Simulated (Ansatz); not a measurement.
## Run report: Si2H8, geometry relaxation (part 2 of 2)

Si2H8; RKS B3LYP-D4/def2-SVP (Ansatz 0.2.0). The input holds or restrains some coordinates. It belongs to a series of runs on one base structure; here: pulled along the bonds that form and break, towards end B.

Geometry of the input (Å):
```
Si 0.0000  0.0000  0.0000
Si 0.0000  0.0000  2.5700
H  -1.3148  -0.4067  3.0574
H  1.0096  -0.9353  3.0574
H  0.3052  1.3420  3.0574
H  1.3768  0.0000  -0.4862
H  -0.6877  1.1914  -0.4862
H  -0.6877  -1.1914  -0.4862
H  -1.6702  0.0000  0.5550
H  -1.4640  0.0000  1.5048
```

Trajectory as extended XYZ, continued
```
10
Properties=species:S:1:pos:R:3:forces:R:3 step=4 energy=-15876.28623
Si   -0.2648    0.0031   -0.4155    0.4336  -0.0517   0.6381
Si   -0.0612    0.0155    2.9759   -0.1161  -0.1669  -0.0485
H    -1.4234   -0.4394    3.2157   -0.7130  -0.3858   2.4638
H     1.0193   -0.9807    3.0750   -0.0399  -0.1506  -0.1626
H     0.3017    1.4103    3.1153    0.1047   0.5666   0.5035
H     1.3498    0.0001   -0.4324   -1.3036   0.0143   1.0484
H    -0.6665    1.3605   -0.6138    0.4360   1.5931  -2.0074
H    -0.6670   -1.3585   -0.6069    0.4540  -1.5430  -1.9821
H    -1.6508    0.0054    0.1280   -0.6075  -0.0108   1.6779
H    -1.0700   -0.0163    1.9020    1.3516   0.1350  -2.1312
10
Properties=species:S:1:pos:R:3:forces:R:3 step=5 energy=-15877.84552
Si   -0.3043    0.0028   -0.4025   -0.1858  -0.0159  -0.3095
Si   -0.0837    0.0101    3.0240   -0.7558  -0.1849  -0.2028
H    -1.4421   -0.4567    3.4088    0.1203  -0.0791   1.8676
H     1.0165   -0.9840    3.0743   -0.0860   0.0191   0.0073
H     0.3037    1.4228    3.1606    0.0857   0.1542   0.5204
H     1.2704    0.0009   -0.3685   -1.0277   0.0114   1.1187
H    -0.6257    1.4075   -0.7688    0.5360   0.2824  -1.5007
H    -0.6269   -1.4053   -0.7608    0.5388  -0.2687  -1.4853
H    -1.6802    0.0058    0.1282   -0.3831  -0.0058   1.4414
H    -0.9605   -0.0040    1.8480    1.1577   0.0872  -1.4571
10
Properties=species:S:1:pos:R:3:forces:R:3 step=6 energy=-15879.09547
Si   -0.3574    0.0031   -0.4102   -0.1770   0.0034  -1.1001
Si   -0.1101    0.0035    3.0245   -0.7420  -0.0888   0.1539
H    -1.4174   -0.4616    3.6057    0.5119   0.1173   1.0796
H     1.0100   -0.9769    3.0911   -0.1073   0.0722   0.0468
H     0.3114    1.4185    3.2255    0.0027  -0.1315   0.3863
H     1.1723    0.0020   -0.2377   -0.7397   0.0105   1.0332
H    -0.5810    1.4115   -0.9321    0.3919  -0.4054  -0.9772
H    -0.5833   -1.4091   -0.9215    0.3919   0.3989  -0.9715
H    -1.7223    0.0069    0.1292   -0.2788   0.0013   1.1252
H    -0.8549    0.0020    1.7688    0.7463   0.0220  -0.7763
10
Properties=species:S:1:pos:R:3:forces:R:3 step=7 energy=-15879.93028
Si   -0.4068    0.0037   -0.4286    0.0732   0.0110  -1.5067
Si   -0.1299   -0.0017    3.0149   -0.4310  -0.0193   0.6521
H    -1.3620   -0.4489    3.7560    0.4719   0.1394   0.5116
H     1.0008   -0.9691    3.1069   -0.0732   0.0477   0.0172
H     0.3130    1.4014    3.2854   -0.0284  -0.1736   0.2052
H     1.0734    0.0039   -0.0696   -0.6639   0.0107   0.7489
H    -0.5433    1.3661   -1.0919    0.2418  -0.5467  -0.5660
H    -0.5460   -1.3643   -1.0792    0.2423   0.5359  -0.5633
H    -1.7618    0.0085    0.1390   -0.1491   0.0051   0.7904
H    -0.7702    0.0004    1.7106    0.3165  -0.0101  -0.2894
10
Properties=species:S:1:pos:R:3:forces:R:3 step=8 energy=-15880.39422
Si   -0.4379    0.0050   -0.4459    0.2191   0.0162  -1.7306
Si   -0.1403   -0.0050    3.0065   -0.2186  -0.0132   1.0290
H    -1.2998   -0.4311    3.8640    0.3321   0.0943   0.2070
H     0.9945   -0.9652    3.1088   -0.0257   0.0157  -0.0279
H     0.3135    1.3835    3.3238   -0.0032  -0.1024   0.0626
H     0.9727    0.0071    0.0963   -0.5624   0.0130   0.3689
H    -0.5098    1.2963   -1.2335    0.1610  -0.4045  -0.2299
H    -0.5121   -1.2953   -1.2175    0.1614   0.3938  -0.2258
H    -1.7798    0.0110    0.1563   -0.0837   0.0080   0.4949
H    -0.7338   -0.0061    1.6847    0.0200  -0.0210   0.0519
10
Properties=species:S:1:pos:R:3:forces:R:3 step=9 energy=-15880.60781
Si   -0.4285    0.0178   -0.4591    0.1193   0.0516  -1.9580
Si   -0.1618   -0.0182    2.9987   -0.2582  -0.0859   1.3730
H    -1.1954   -0.4155    4.0338    0.3819   0.1154  -0.0906
H     0.9806   -0.9733    3.0383   -0.0050   0.0058  -0.0952
H     0.3182    1.3683    3.2804    0.0175  -0.0572  -0.0652
H     0.9084    0.0350    0.2119   -0.3667   0.0379   0.3022
H    -0.4546    1.2519   -1.3375    0.1765  -0.3341  -0.0141
H    -0.4498   -1.2574   -1.2748    0.1365   0.3131   0.0132
H    -1.7791    0.0462    0.1190   -0.0858   0.0126   0.4029
H    -0.8708   -0.0547    1.7327   -0.1161  -0.0592   0.1317
10
Properties=species:S:1:pos:R:3:forces:R:3 step=10 energy=-15880.79284
Si   -0.4313    0.0368   -0.4734    0.3561   0.1040  -1.6501
Si   -0.1760   -0.0344    2.9832   -0.4252  -0.1851   1.3471
H    -1.0788   -0.3981    4.1592    0.4334   0.1335  -0.2796
H     0.9752   -0.9813    2.9420   -0.0494   0.0101  -0.1188
H     0.3282    1.3565    3.1920   -0.0141  -0.0412  -0.1542
H     0.8069    0.0719    0.3688   -0.3338   0.0608   0.0231
H    -0.3646    1.2134   -1.4181    0.1069  -0.2010   0.1154
H    -0.3733   -1.2241   -1.2948    0.0687   0.1381   0.1233
H    -1.7869    0.0859    0.0909   -0.1190   0.0422   0.2236
H    -1.0323   -0.1265    1.7935   -0.0235  -0.0615   0.3702
10
Properties=species:S:1:pos:R:3:forces:R:3 step=11 energy=-15880.94355
Si   -0.4004    0.0976   -0.4733    0.3586   0.0725  -1.3970
Si   -0.2206   -0.0924    2.9716   -0.1919  -0.1614   1.2073
H    -0.9823   -0.4159    4.2477    0.3189   0.0942  -0.2991
H     0.9321   -1.0298    2.8413   -0.0498   0.0149  -0.0680
H     0.2860    1.3109    3.0727   -0.0542  -0.0705  -0.1431
H     0.8167    0.2660    0.3915   -0.3759   0.0441   0.0006
H    -0.3219    1.1170   -1.5833    0.0901  -0.1431   0.1673
H    -0.3348   -1.2571   -1.1259    0.0214   0.1290   0.2163
H    -1.7292    0.2478    0.1377   -0.1067   0.1317   0.0484
H    -1.1782   -0.2440    1.8634   -0.0106  -0.1114   0.2673
10
Properties=species:S:1:pos:R:3:forces:R:3 step=12 energy=-15881.05187
Si   -0.3712    0.1483   -0.4758    0.3087  -0.0541  -0.8704
Si   -0.2655   -0.1415    2.9505    0.1388  -0.0410   0.8300
H    -0.8744   -0.4410    4.2912    0.1135   0.0239  -0.1249
H     0.8798   -1.0656    2.7093   -0.0343   0.0036  -0.0022
H     0.2250    1.2690    2.9437   -0.0383  -0.0489  -0.0256
H     0.7914    0.4190    0.4250   -0.1582   0.0390  -0.0587
H    -0.2645    1.0324   -1.6855    0.0213  -0.0862   0.1277
H    -0.3033   -1.2802   -0.9298   -0.0035   0.1255   0.1129
H    -1.6564    0.3700    0.2018   -0.2134   0.2236  -0.1890
H    -1.2937   -0.3104    1.9130   -0.1346  -0.1852   0.2002
10
Properties=species:S:1:pos:R:3:forces:R:3 step=13 energy=-15881.07811
Si   -0.3509    0.1690   -0.4779    0.2505  -0.0054  -0.5598
Si   -0.2917   -0.1682    2.9380    0.2490  -0.0166   0.6414
H    -0.8176   -0.5168    4.2926    0.0094  -0.0045  -0.0329
H     0.8215   -1.0975    2.5922   -0.0216  -0.0012   0.0008
H     0.2188    1.2326    2.9558   -0.0054  -0.0134   0.0181
H     0.7778    0.5852    0.4007    0.0005   0.0159  -0.0438
H    -0.2593    0.9090   -1.7734   -0.0054  -0.0330   0.0338
H    -0.2543   -1.2975   -0.7367    0.0015   0.0231   0.0307
H    -1.6141    0.4484    0.2178   -0.3042   0.2302  -0.2976
H    -1.3629   -0.2641    1.9342   -0.1746  -0.1951   0.2094
10
Properties=species:S:1:pos:R:3:forces:R:3 step=14 energy=-15881.08362
Si   -0.3393    0.1895   -0.4772    0.3602  -0.1383  -0.5473
Si   -0.3056   -0.1890    2.9327    0.2913  -0.0524   0.5132
H    -0.8006   -0.6013    4.2786   -0.0310  -0.0111  -0.0184
H     0.7709   -1.1333    2.5027   -0.0631   0.0677   0.0247
H     0.2402    1.1967    3.0163    0.0152  -0.0352   0.0206
H     0.7771    0.7540    0.3490   -0.0836  -0.0775  -0.1403
H    -0.2780    0.7780   -1.8633   -0.0231  -0.1197   0.2449
H    -0.2027   -1.3114   -0.5491   -0.0101   0.3276   0.0045
H    -1.5974    0.5113    0.2131   -0.3082   0.2154  -0.3657
H    -1.3973   -0.1946    1.9405   -0.1475  -0.1766   0.2637
10
Properties=species:S:1:pos:R:3:forces:R:3 step=15 energy=-15881.09641
Si   -0.3430    0.1846   -0.4781    0.2205  -0.0419  -0.4672
Si   -0.2984   -0.1812    2.9350    0.2405  -0.0430   0.6231
H    -0.8309   -0.6538    4.2475    0.0006   0.0039  -0.0196
H     0.7479   -1.1307    2.4661    0.0110  -0.0113  -0.0091
H     0.2990    1.1742    3.1057    0.0021  -0.0142   0.0055
H     0.7526    0.8062    0.3177    0.0069   0.0081  -0.0121
H    -0.2954    0.7089   -1.8742   -0.0016   0.0011   0.0008
H    -0.1605   -1.2946   -0.4965    0.0117   0.0090   0.0059
H    -1.6224    0.4891    0.1778   -0.3104   0.2097  -0.3218
H    -1.3817   -0.1029    1.9425   -0.1813  -0.1213   0.1945
```

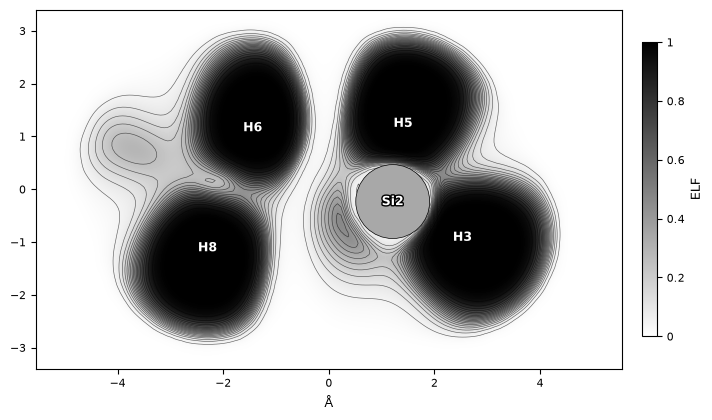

ELF on the plane of atoms H3, Si2 and H5. Grey discs, where drawn, cover atomic cores. Si–H (1.49 Å): the ELF climbs to about 1 towards the hydrogen, as it does in any bond to H.

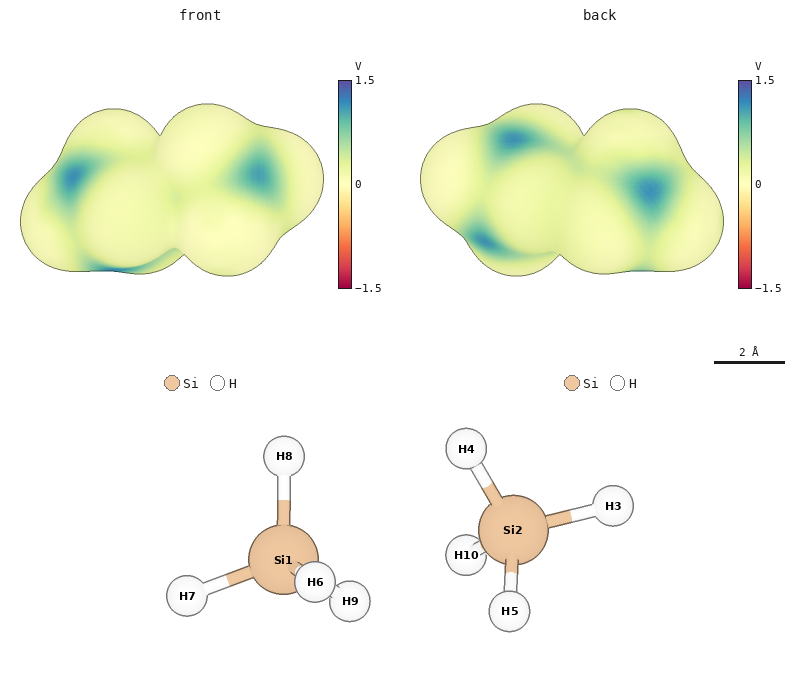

The electrostatic potential painted on the density surface at 0.002 e/bohr³, seen at a tilt and from behind; the colour scale runs from red (negative) to blue (positive). The bare structure is drawn below in the same view.

Results in brief

```tsv
quantity	value
outcome	converged under the restraints of the input
total energy	−15881.0967 eV
mean-field energy	−15880.8444 eV
largest force (length of the vector) at the end, held atoms and coordinates included	0.669 eV/Å
hardware	1 thread of Intel Xeon (Granite Rapids), 32 GiB of memory available, shared host
wall time	23 s
peak memory	0.18 GiB
```
